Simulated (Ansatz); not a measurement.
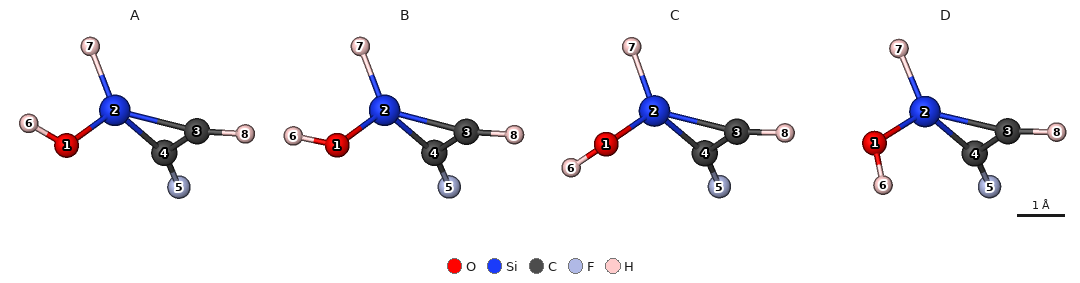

4 geometries from a converged minimum-energy path of C$_{2}$H$_{3}$FOSi, shuffled. Style: ball-and-stick. Shown at a tilt.

Computed with RKS PBE0-D4/def2-SVP in Ansatz 0.2.0. Settings: 5 movable images; climbing image; force threshold 0.05 eV/Å; iteration limit 60; starting path by image-dependent pair potential.

Q: Which frame is the top of the path?

A: C. In order along the path, whose images run from 0 to 6: D (image 0, 0.000 eV), C (image 3, +0.135 eV), B (image 5, +0.086 eV), A (image 6, +0.074 eV). The motion is a rotation about the O1–Si2 bond by about 175°. No bond forms or breaks between the ends. Among the angles between lasting bonds that change up to the highest image: O1–Si2–H7 103.5° → 108.5°, O1–Si2–C3 125.2° → 121.8°.
